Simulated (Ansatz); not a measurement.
```
Cd Hg S
1.0
     5.97298    0.00000    0.00000
     0.00000    5.97298    0.00000
     0.00000    0.00000   11.94777
Cd Hg S
2 6 8
Cartesian
  0.0000 0.0000 0.0000
  2.9865 2.9865 5.9739
  0.0000 0.0000 5.9739
  2.9865 2.9865 0.0000
  2.9865 0.0000 2.9869
  0.0000 2.9865 8.9608
  0.0000 2.9865 2.9869
  2.9865 0.0000 8.9608
  1.5035 1.5035 4.4900
  4.4900 4.4900 10.4639
  1.4830 1.4830 10.4639
  4.4695 4.4695 4.4900
  1.4830 4.4900 1.4839
  4.4695 1.5035 7.4578
  4.4900 1.4830 1.4839
  1.5035 4.4695 7.4578
```

Space group I-42m; a structure generated by program, which may or may not match a known phase.

Method: DFT PBE, scalar-relativistic, plane waves, PAW (Ansatz).

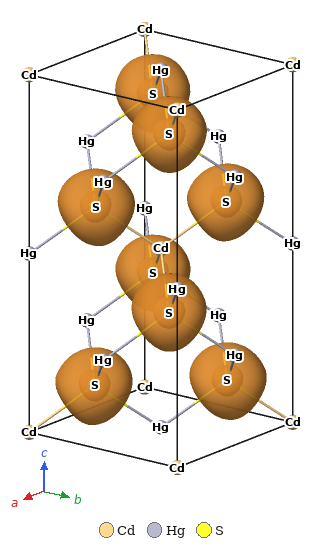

CdHg$_{3}$S$_{4}$. Isosurface of the electron localisation function at 0.65 (orange), seen at an oblique angle. Core shells and regions of very low density are left out. Sticks mark near contacts.

Where are the electrons localised?

Answer. The ELF exceeds this value in eight regions wrapped around S (the valence shell of each), counted in one cell of 16 atoms. Any copies at cell faces, edges or corners count once. Profiles from the grid: Cd–S (2.57 Å): the ELF peaks at about 0.90 in the valence shell of S, 0.8 Å from its nucleus, and is about 0.35 at the midpoint. Hg–S (2.59 Å): the ELF peaks at about 0.90 in the valence shell of S, 0.8 Å from its nucleus, and drops to about 0.20 between the two atoms.
